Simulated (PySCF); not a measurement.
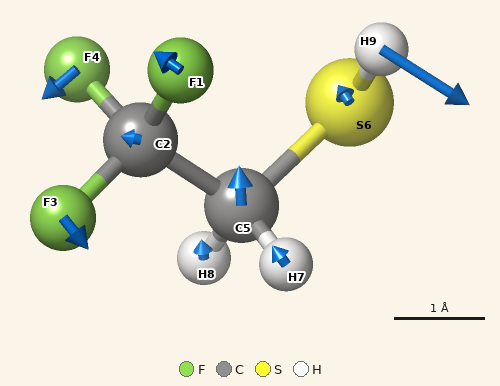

A relaxation of C2H3F3S. The starting structure is drawn; blue arrows show the displacements, magnified 10 times. The two geometries are superimposed by the best rigid fit.

The picture is a ball-and-stick view, seen from a free direction.

The start comes from GFN2-xTB.

Theory: PBE0-D3(BJ)/def2-SVP geometry optimisation, gas phase in PySCF. 

What did the optimiser do to the structure, and how much energy did it gain?

Answer. H9 moves most after the best rigid fit: 0.12 Å. Largest moves by element: H 0.12 Å, F 0.05 Å, C 0.05 Å, S 0.03 Å. Some distances before and after: S6–H9 1.333 → 1.350 Å, C5–S6 1.823 → 1.807 Å, C5–H7 1.090 → 1.099 Å, C2–F3 1.344 → 1.338 Å. Among the angles between lasting bonds that change: H7–C5–H8 110.1° → 107.8°, C2–C5–S6 112.1° → 114.4°. Over 5 geometry steps the energy falls by 2.65 kJ/mol. Largest force component: 0.93 eV/Å at the start, 0.012 eV/Å at the end.
